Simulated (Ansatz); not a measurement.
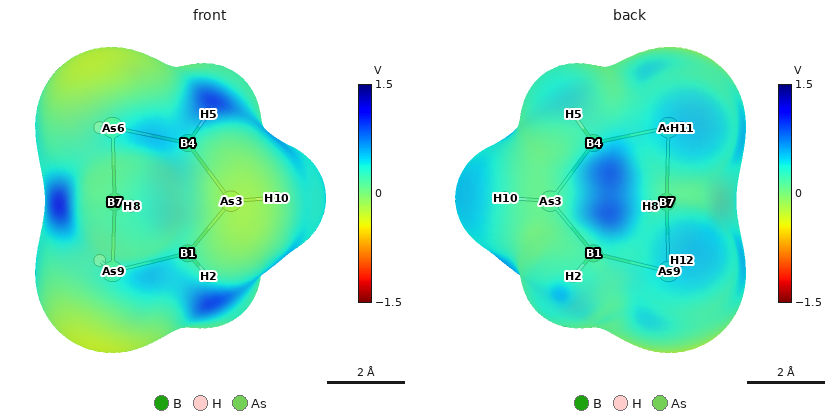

The picture shows: As3B3H6 ((HBAsH)3 ring). The molecular electrostatic potential painted on the density surface at 0.002 e/bohr³, seen from the front and from behind; red is negative and blue positive.

Geometry: PBE-D4/def2-SVP.

These are results of RKS PBE0-D4/def2-TZVP in Ansatz 0.2.0, not measurements.

| atom | x (Å) | y (Å) | z (Å) |
| --- | --- | --- | --- |
| B | -0.6823 | -1.1812 | -0.7739 |
| H | -0.7852 | -1.5121 | -1.9390 |
| As | 1.0818 | -1.5635 | 0.1133 |
| B | 1.4910 | 0.3988 | 0.2785 |
| H | 2.4177 | 0.8164 | -0.3881 |
| As | 0.5179 | 1.7982 | 1.3955 |
| B | -0.9123 | 0.4100 | 1.2684 |
| H | -0.7083 | -0.4395 | 2.1227 |
| As | -2.3192 | -0.2644 | 0.0217 |
| H | 1.9263 | -1.9024 | -1.1219 |
| H | 0.2955 | 2.6718 | 0.1454 |
| H | -2.3231 | 0.7681 | -1.1226 |

> Where is the surface potential most negative and most positive?

The most negative region (about −0.3 V) lies over As6 and As9, the most positive (about +1.0 V) over B1, B4 and B7.
